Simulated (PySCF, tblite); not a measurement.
**C₆H₉BF radical: geometry, infrared bands and EPR parameters**

Wanted: the infrared bands and EPR parameters of C₆H₉BF radical (`C=CCB/C=C\[CH]F`), by calculation.

Computed with tblite 0.8.0 and PySCF 2.14.0, with density-fitted response routines of our own, on a single molecule in the gas phase. Atoms are numbered from 0 throughout.

## (1) The molecule as given

17 atoms, charge 0, multiplicity 2; geometry from: force field or distance geometry start.

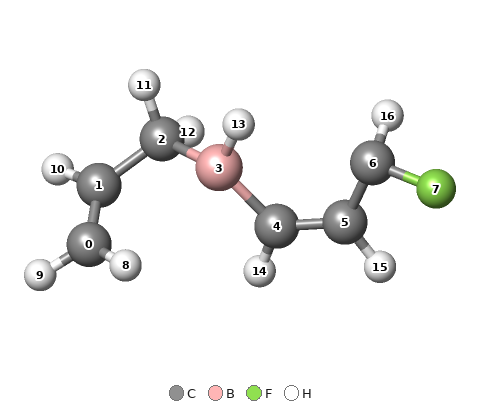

As it starts; carbon grey, boron pink, fluorine green, hydrogen white, atoms numbered.

## (2) Relaxing the molecule with GFN2-xTB

The job: settings as JSON, then the geometry in Å.

```
{"job": {"kind": "relax", "xc": "GFN2-xTB", "basis": "xTB"}, "charge": 0, "multiplicity": 2}
C      2.571700     0.848500     0.436900
C      2.429700    -0.290300    -0.208300
C      1.193800    -1.072100    -0.168600
B      0.020600    -0.402300     0.670200
C     -0.911200     0.709100     0.083500
C     -2.224600     0.734600     0.289200
C     -2.930700    -0.267900     1.104000
F     -4.148200     0.317300     1.429300
H      1.817400     1.329400     1.021500
H      3.532000     1.349500     0.359700
H      3.276800    -0.683600    -0.763400
H      1.402700    -2.058500     0.287600
H      0.859300    -1.257900    -1.215600
H     -0.518000    -1.112200     1.485400
H     -0.447600     1.473300    -0.521200
H     -2.764900     1.568600    -0.170000
H     -3.165900    -1.173600     0.519300
```

Run with:

```console
$ OMP_NUM_THREADS=1 python probes_run.py task.json out
```

The driver reads the jobs from task.json and runs them one after another.

Standard output:

```text
step      E/eV     max force
  0    -631.86283    3.608
  1    -632.16931    2.500
  2    -632.46478    1.137
  3    -632.60491    0.868
  4    -632.69974    1.107
  5    -632.77016    1.058
  6    -632.86771    0.831
  7    -632.94637    0.825
  8    -632.99855    0.551
  9    -633.04257    0.600
 10    -633.07386    0.579
 11    -633.10230    0.559
 12    -633.12836    0.521
 13    -633.15167    0.544
 14    -633.16683    0.365
 15    -633.18043    0.262
 16    -633.19143    0.236
 17    -633.20090    0.289
 18    -633.20802    0.188
 19    -633.21350    0.182
 20    -633.21772    0.202
 21    -633.22052    0.131
 22    -633.22229    0.091
 23    -633.22369    0.090
 24    -633.22535    0.113
 25    -633.22729    0.114
 26    -633.22931    0.115
 27    -633.23141    0.115
 28    -633.23383    0.127
 29    -633.23638    0.130
 30    -633.23886    0.134
 31    -633.24118    0.144
 32    -633.24383    0.125
 33    -633.24694    0.143
 34    -633.25004    0.171
 35    -633.25204    0.118
 36    -633.25344    0.141
 37    -633.25465    0.094
 38    -633.25606    0.074
 39    -633.25686    0.091
 40    -633.25774    0.076
 41    -633.25868    0.083
 42    -633.25959    0.106
 43    -633.26033    0.078
 44    -633.26087    0.065
 45    -633.26133    0.075
 46    -633.26176    0.060
 47    -633.26215    0.064
 48    -633.26255    0.063
 49    -633.26297    0.065
 50    -633.26347    0.061
 51    -633.26404    0.074
 52    -633.26469    0.078
 53    -633.26540    0.062
 54    -633.26616    0.067
 55    -633.26689    0.083
 56    -633.26755    0.073
 57    -633.26825    0.096
 58    -633.26906    0.090
 59    -633.26995    0.074
 60    -633.27072    0.064
 61    -633.27134    0.060
 62    -633.27191    0.056
 63    -633.27261    0.070
 64    -633.27355    0.082
 65    -633.27477    0.089
 66    -633.27614    0.115
 67    -633.27792    0.114
 68    -633.28003    0.122
 69    -633.28353    0.132
 70    -633.28516    0.101
 71    -633.28643    0.058
 72    -633.28710    0.053
 73    -633.28778    0.070
 74    -633.28818    0.081
 75    -633.28891    0.083
 76    -633.28942    0.064
 77    -633.29015    0.050
 78    -633.29052    0.041
 79    -633.29095    0.045
 80    -633.29120    0.046
 81    -633.29156    0.042
 82    -633.29211    0.048
 83    -633.29275    0.049
 84    -633.29320    0.058
 85    -633.29349    0.062
 86    -633.29372    0.055
 87    -633.29407    0.075
 88    -633.29470    0.044
 89    -633.29583    0.052
 90    -633.29624    0.057
 91    -633.29666    0.051
 92    -633.29713    0.037
 93    -633.29745    0.037
 94    -633.29766    0.038
 95    -633.29778    0.023
 96    -633.29790    0.020
 97    -633.29797    0.019
 98    -633.29807    0.026
 99    -633.29816    0.021
100    -633.29824    0.020
101    -633.29831    0.018
102    -633.29839    0.019
103    -633.29850    0.028
104    -633.29869    0.032
105    -633.29900    0.042
106    -633.29951    0.052
107    -633.30033    0.059
108    -633.30107    0.092
109    -633.30139    0.187
110    -633.30313    0.083
111    -633.30323    0.128
112    -633.30492    0.064
113    -633.30630    0.073
114    -633.30778    0.205
115    -633.30959    0.092
116    -633.31058    0.088
117    -633.31139    0.084
118    -633.31194    0.051
119    -633.31224    0.056
120    -633.31270    0.046
121    -633.31320    0.066
122    -633.31355    0.060
123    -633.31418    0.069
124    -633.31530    0.081
125    -633.31650    0.107
126    -633.31802    0.160
127    -633.31976    0.161
128    -633.32194    0.127
129    -633.32308    0.157
130    -633.32411    0.098
131    -633.32522    0.070
132    -633.32587    0.076
133    -633.32674    0.087
134    -633.32734    0.046
135    -633.32765    0.036
136    -633.32784    0.030
137    -633.32797    0.041
138    -633.32813    0.028
139    -633.32834    0.044
140    -633.32858    0.041
141    -633.32883    0.042
142    -633.32902    0.035
143    -633.32914    0.032
144    -633.32924    0.027
145    -633.32934    0.021
146    -633.32943    0.015
147    -633.32949    0.021
148    -633.32958    0.027
149    -633.32970    0.027
150    -633.32987    0.030
151    -633.33010    0.037
152    -633.33041    0.043
153    -633.33080    0.043
154    -633.33125    0.060
155    -633.33061    0.166
156    -633.33190    0.041
157    -633.33215    0.039
158    -633.33252    0.088
159    -633.33281    0.029
160    -633.33296    0.028
161    -633.33338    0.039
162    -633.33352    0.033
163    -633.33382    0.028
164    -633.33403    0.029
165    -633.33425    0.040
166    -633.33447    0.043
167    -633.33480    0.035
168    -633.33512    0.038
169    -633.33547    0.043
170    -633.33571    0.025
171    -633.33592    0.052
172    -633.33623    0.058
173    -633.33682    0.076
174    -633.33741    0.082
175    -633.33801    0.084
176    -633.33755    0.150
177    -633.33891    0.064
178    -633.33939    0.061
179    -633.34060    0.111
180    -633.34151    0.070
181    -633.34260    0.056
182    -633.34347    0.074
183    -633.34408    0.065
184    -633.34465    0.071
185    -633.34543    0.061
186    -633.34669    0.095
187    -633.34805    0.187
188    -633.35121    0.083
189    -633.35618    0.166
190    -633.35992    0.188
191    -633.36229    0.217
192    -633.36138    0.535
193    -633.36481    0.530
194    -633.36741    0.083
195    -633.36919    0.140
196    -633.37011    0.087
197    -633.37126    0.072
198    -633.37206    0.071
199    -633.37266    0.070
200    -633.37333    0.080
201    -633.37356    0.192
202    -633.37440    0.079
203    -633.37466    0.059
204    -633.37499    0.051
205    -633.37522    0.042
206    -633.37554    0.038
207    -633.37576    0.038
208    -633.37597    0.032
209    -633.37615    0.048
210    -633.37629    0.038
211    -633.37642    0.042
212    -633.37652    0.025
213    -633.37660    0.027
214    -633.37670    0.027
215    -633.37680    0.030
216    -633.37689    0.031
217    -633.37701    0.046
218    -633.37718    0.056
219    -633.37740    0.067
220    -633.37765    0.086
221    -633.37811    0.084
222    -633.37897    0.067
223    -633.37963    0.088
224    -633.37984    0.071
225    -633.38019    0.138
226    -633.38067    0.095
227    -633.38124    0.034
228    -633.38149    0.034
229    -633.38168    0.033
230    -633.38188    0.031
231    -633.38200    0.037
232    -633.38213    0.027
233    -633.38227    0.034
234    -633.38238    0.028
235    -633.38246    0.035
236    -633.38255    0.032
237    -633.38264    0.027
238    -633.38272    0.019
239    -633.38278    0.022
240    -633.38284    0.025
241    -633.38291    0.027
242    -633.38301    0.020
243    -633.38314    0.031
244    -633.38326    0.030
245    -633.38341    0.047
246    -633.38367    0.040
247    -633.38403    0.074
248    -633.38469    0.066
249    -633.38507    0.082
250    -633.38552    0.076
251    -633.38584    0.060
252    -633.38601    0.057
253    -633.38622    0.033
254    -633.38641    0.031
255    -633.38650    0.032
256    -633.38656    0.024
257    -633.38660    0.018
258    -633.38662    0.011
259    -633.38662    0.006
```

Wall time 1.6 s (1 thread of Arm Neoverse V1, shared host).

Along the way: (not every step is listed)

| step | energy from step 0 (eV) | largest force (eV/Å) |
| --- | --- | --- |
| 0 | 0.0000 | 3.6082 |
| 1 | -0.3065 | 2.4996 |
| 2 | -0.6019 | 1.1369 |
| 3 | -0.7421 | 0.8678 |
| 4 | -0.8369 | 1.1069 |
| 5 | -0.9073 | 1.0583 |
| 6 | -1.0049 | 0.8315 |
| 7 | -1.0835 | 0.8252 |
| 8 | -1.1357 | 0.5506 |
| 32 | -1.3810 | 0.1251 |
| 56 | -1.4047 | 0.0728 |
| 80 | -1.4284 | 0.0459 |
| 104 | -1.4359 | 0.0318 |
| 128 | -1.4591 | 0.1267 |
| 152 | -1.4676 | 0.0434 |
| 176 | -1.4747 | 0.1501 |
| 200 | -1.5105 | 0.0803 |
| 224 | -1.5170 | 0.0712 |
| 248 | -1.5219 | 0.0661 |
| 254 | -1.5236 | 0.0311 |
| 255 | -1.5237 | 0.0318 |
| 256 | -1.5237 | 0.0240 |
| 257 | -1.5238 | 0.0180 |
| 258 | -1.5238 | 0.0114 |
| 259 | -1.5238 | 0.0062 |

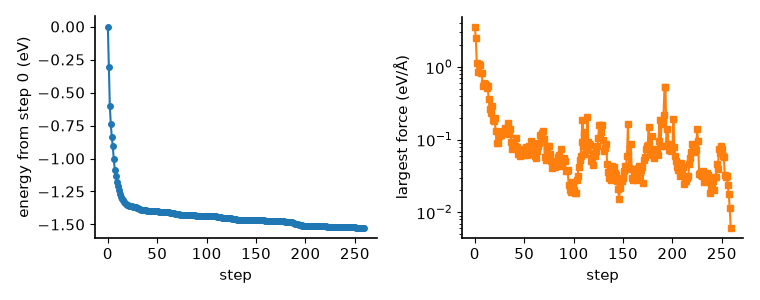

Energy and largest force along the relaxation.

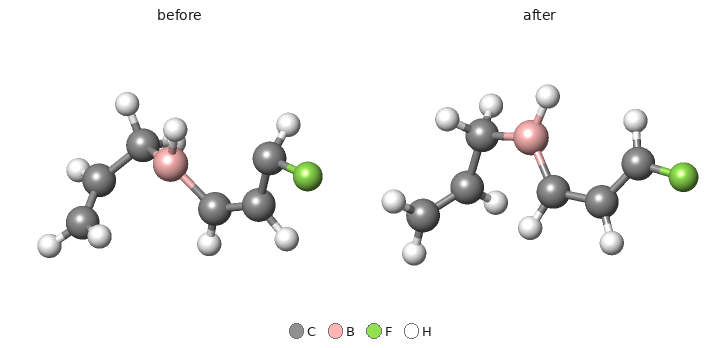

The geometry before (left) and after (right).

Distances of close pairs at the start and the end, largest changes first:

| bond | before (Å) | after (Å) | change (Å) |
| --- | --- | --- | --- |
| C5–C6 | 1.472 | 1.358 | -0.115 |
| C4–C5 | 1.330 | 1.400 | +0.070 |
| C6–F7 | 1.389 | 1.337 | -0.052 |
| B3–C4 | 1.565 | 1.525 | -0.040 |
| B3–H13 | 1.208 | 1.173 | -0.035 |
| C1–C2 | 1.463 | 1.492 | +0.029 |
| C6–H16 | 1.103 | 1.078 | -0.026 |
| C2–H12 | 1.115 | 1.094 | -0.020 |

The next job starts from the end point, and lists it.

## (3) Infrared spectrum with GFN2-xTB

The job: settings as JSON, then the geometry in Å.

```
{"job": {"kind": "ir", "xc": "GFN2-xTB", "basis": "xTB"}, "charge": 0, "multiplicity": 2}
C      2.905411     0.781208     0.180081
C      1.997333     0.059915    -0.452065
C      1.287523    -1.118450     0.126383
B     -0.243461    -0.899106     0.490322
C     -0.844911     0.501554     0.466391
C     -2.197738     0.858210     0.506891
C     -3.231879    -0.020826     0.542564
F     -4.495736     0.414658     0.577051
H      3.215509     0.546417     1.185992
H      3.380290     1.634304    -0.274927
H      1.707136     0.323784    -1.461895
H      1.796145    -1.431306     1.044837
H      1.381394    -1.961563    -0.565192
H     -0.869942    -1.837373     0.811334
H     -0.168721     1.347451     0.410359
H     -2.465525     1.909108     0.500491
H     -3.159825    -1.095956     0.550934
```

Standard output:

```text
mode    cm-1     km/mol
  1      29.5      0.81
  2      45.1      0.31
  3      90.4      1.45
  4     122.4      0.49
  5     162.0      7.12
  6     184.6      2.05
  7     287.3      3.76
  8     341.7      6.59
  9     374.2      4.00
 10     411.8      5.22
 11     581.5      4.49
 12     609.4     30.69
 13     667.5      5.02
 14     704.2      0.97
 15     717.2      4.21
 16     803.0    135.18
 17     828.2      9.17
 18     887.2     18.46
 19     959.4      4.49
 20     962.3     17.62
 21     976.1     26.97
 22    1026.6      7.93
 23    1062.5     21.12
 24    1103.4    263.09
 25    1136.0     26.59
 26    1178.3     63.99
 27    1184.7      9.37
 28    1238.0     19.12
 29    1244.4     24.38
 30    1281.3     14.30
 31    1298.0     11.69
 32    1391.1     79.49
 33    1416.2      5.67
 34    1446.3      9.68
 35    1522.4    142.96
 36    1715.5     27.16
 37    2611.4    130.27
 38    2928.8     30.04
 39    2949.5     32.63
 40    3035.5     12.00
 41    3043.2     43.36
 42    3047.4     29.81
 43    3091.1     31.98
 44    3112.0     25.90
 45    3115.6     68.21
```

It took 0.52 s on 1 thread of Arm Neoverse V1, shared host.

Which atoms move in the most intense modes:

| cm⁻¹ | km/mol | atoms |
| --- | --- | --- |
| 803 | 135.2 | B3 22 %, C2 15 %, H14 14 %, H13 13 % |
| 1103 | 263.1 | C6 28 %, H13 17 %, F7 16 %, C5 12 % |
| 1178 | 64.0 | H16 39 %, H14 20 % |
| 1391 | 79.5 | C4 50 %, C5 19 %, H14 16 % |
| 1522 | 143.0 | C5 45 %, C6 42 % |
| 2611 | 130.3 | H13 92 % |
| 3043 | 43.4 | H10 89 % |
| 3116 | 68.2 | H9 67 %, H8 22 % |

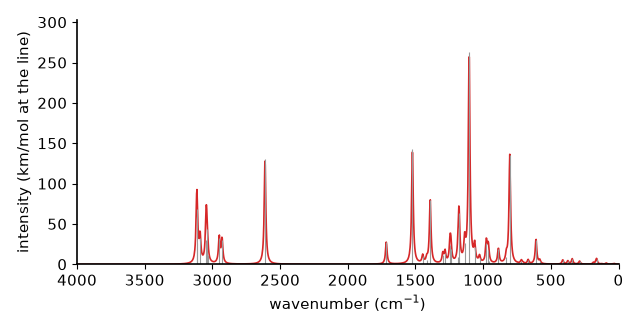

The infrared spectrum from these modes, unscaled. Lines are broadened to a width of 14 cm⁻¹ (Lorentzian).

## (4) g tensor and hyperfine couplings: B3LYP/pcH-1

Same as in step 3 but for these lines:

```diff
@@ -1,2 +1,2 @@
-{"job": {"kind": "ir", "xc": "GFN2-xTB", "basis": "xTB"}, "charge": 0, "multiplicity": 2}
+{"job": {"kind": "epr", "basis": "pcH-1"}, "charge": 0, "multiplicity": 2}
 C      2.905411     0.781208     0.180081
```

With the program's defaults for keys left out, this is: UKS B3LYP, pcH-1 on B C F H, non-relativistic, mean-field spin-orbit, GIAO.

Standard output:

```text
UKS, coarse grid
  cycle   1  E = -358.58688231  |g| = 4.66e-01
  cycle   2  E = -358.46076908  |g| = 7.02e-01
  cycle   3  E = -358.68765898  |g| = 1.10e-01
  cycle   4  E = -358.69341380  |g| = 5.13e-02
  cycle   5  E = -358.69477651  |g| = 1.83e-02
  cycle   6  E = -358.69496057  |g| = 7.44e-03
  cycle   7  E = -358.69501591  |g| = 3.33e-03
  cycle   8  E = -358.69502796  |g| = 1.63e-03
  cycle   9  E = -358.69503070  |g| = 7.28e-04
UKS, final grid
  cycle   1  E = -358.69497012  |g| = 1.26e-03
  cycle   2  E = -358.69496834  |g| = 2.30e-03
  cycle   3  E = -358.69497089  |g| = 1.20e-04
  cycle   4  E = -358.69497090  |g| = 4.15e-05
  cycle   5  E = -358.69497090  |g| = 3.57e-05
  cycle   6  E = -358.69497091  |g| = 6.38e-06
E = -358.69497091 Eh   <S^2> = 0.7690 (exact 0.7500)
g shifts (ppm)      1          2          3
  rmc          -162       -162       -162
  gc              1         40         30
  oz_so         -26       1298       1887
  total        -187       1177       1756
hyperfine (MHz)  atom isotope    a_iso     a_fc   dipolar eigenvalues
    0   13C      -0.22      -0.22     -0.31     -0.17      0.48
    1   13C       0.98       0.98     -0.50     -0.35      0.85
    2   13C      -2.82      -2.82     -1.25     -0.33      1.58
    3   11B      -6.33      -6.33     -9.47     -5.20     14.67
    4   13C      33.33      33.33    -42.36    -40.84     83.20
    5   13C     -37.78     -37.78    -20.73      8.10     12.63
    6   13C      49.41      49.41    -44.49    -44.37     88.86
    7   19F      87.28      87.28   -168.58   -146.54    315.12
    8    1H       0.15       0.15     -0.86     -0.71      1.58
    9    1H       0.13       0.13     -0.59     -0.57      1.16
   10    1H      -0.19      -0.19     -1.78     -1.41      3.20
   11    1H      25.17      25.17     -2.16     -0.89      3.05
   12    1H       9.56       9.56     -1.75     -1.65      3.40
   13    1H      -4.88      -4.88     -4.00     -2.58      6.58
   14    1H     -31.95     -31.95    -20.53     -1.06     21.59
   15    1H       8.17       8.17     -4.61     -0.50      5.11
   16    1H     -36.17     -36.17    -17.23     -3.13     20.36
```

Wall time 79 s (1 thread of Arm Neoverse V1, shared host); peak memory 0.97 GiB.

Principal g values 2.00213, 2.00350, 2.00407; g(iso) = 2.00323, against 2.00232 for a free electron.

Hyperfine couplings; where a row names several nuclei, a(iso) is their mean (it holds for fast rotation or exchange) and the dipolar term the largest among them:

| nuclei | isotope | a(iso) (MHz) | a(iso) (G, at g = 2.0023) | largest dipolar term (MHz) |
| --- | --- | --- | --- | --- |
| F7 | 19F | 87.3 | 31.1 | 315.1 |
| C6 | 13C | 49.4 | 17.6 | 88.9 |
| C5 | 13C | -37.8 | -13.5 | -20.7 |
| H16 | 1H | -36.2 | -12.9 | 20.4 |
| C4 | 13C | 33.3 | 11.9 | 83.2 |
| H14 | 1H | -32.0 | -11.4 | 21.6 |
| H11, H12 | 1H | 17.4 | 6.2 | 3.4 |
| H15 | 1H | 8.2 | 2.9 | 5.1 |
| B3 | 11B | -6.3 | -2.3 | 14.7 |
| H13 | 1H | -4.9 | -1.7 | 6.6 |
| C2 | 13C | -2.8 | -1.0 | 1.6 |
| C1 | 13C | 1.0 | 0.4 | 0.8 |
| C0 | 13C | -0.2 | -0.1 | 0.5 |
| H10 | 1H | -0.2 | -0.1 | 3.2 |

Mulliken spin populations:

C0 0.00; C1 0.00; C2 -0.01; B3 0.14; C4 0.57; C5 -0.20; C6 0.49; F7 0.05; H8 0.00; H9 0.00; H10 0.00; H11 0.01; H12 0.00; H13 -0.01; H14 -0.03; H15 0.01; H16 -0.02

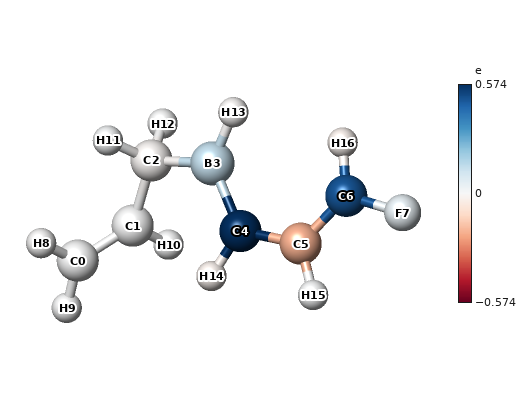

Mulliken spin populations, as colours on the atoms.

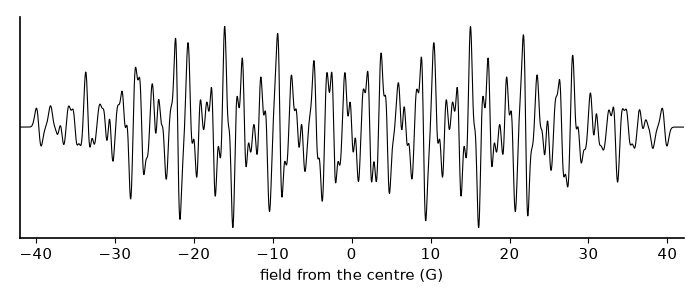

First-order isotropic spectrum (first derivative, main isotopes with spin only, couplings over 0.8 MHz, Gaussian width 0.3 G; couplings of the frozen geometry, rotation of groups not averaged beyond the rows shown).

The fields below are evaluated on a grid from the run's orbitals.

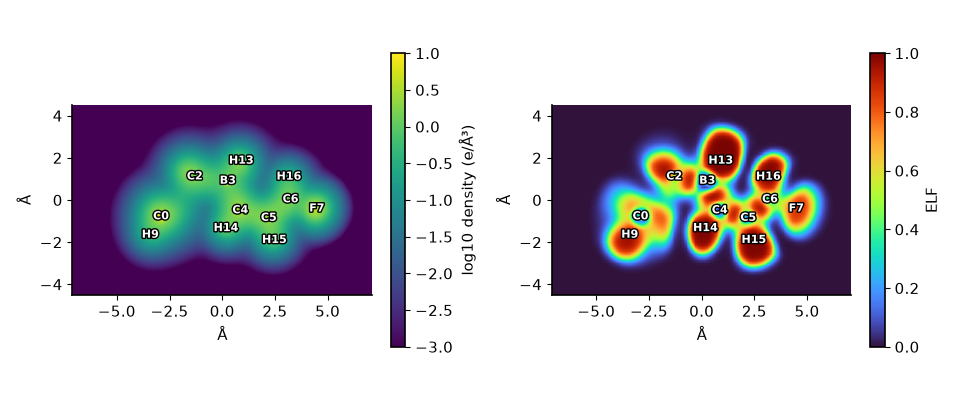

Density (left) and ELF (right) in a plane through or near 12 of the atoms.

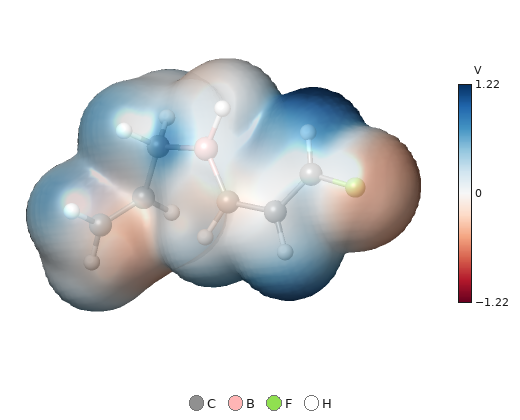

Electrostatic potential on the surface of density 0.002 e/bohr³; red is low, blue high. It runs from -0.71 V near C0 to 1.22 V near H16.

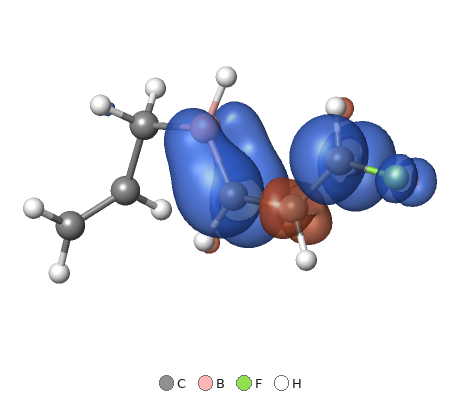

Spin density at ±0.02 e/Å³ (alpha excess blue, beta excess red).

## (5) Outcome

```
                                 quantity                  value
strongest single infrared mode (GFN2-xTB)  1103 cm⁻¹, 263 km/mol
             zero-point energy (GFN2-xTB)          81.4 kcal/mol
                           g(iso) (B3LYP)                2.00323
                                     ⟨S²⟩     0.769 (exact 0.75)
       largest a(iso) (averaged by class)    19F on F7, 87.3 MHz
    surface potential, least and greatest     -0.71 V and 1.22 V
```

In words: Over 259 steps the energy fell by 1.524 eV; of the close pairs, C5–C6 changed most, 1.472 to 1.358 Å. No mode is imaginary among the 45: a minimum at this level. The strongest single mode, at 1103 cm⁻¹, is spread over several atoms, C6, H13, F7, C5 among them. Unscaled tight-binding wavenumbers are off by several per cent, some by more. Its intensities can rank the bands wrongly. The largest spin populations lie on C4 (0.57 e), C6 (0.49 e). The isotropic g lies 0.9 ppt above the free-electron value.
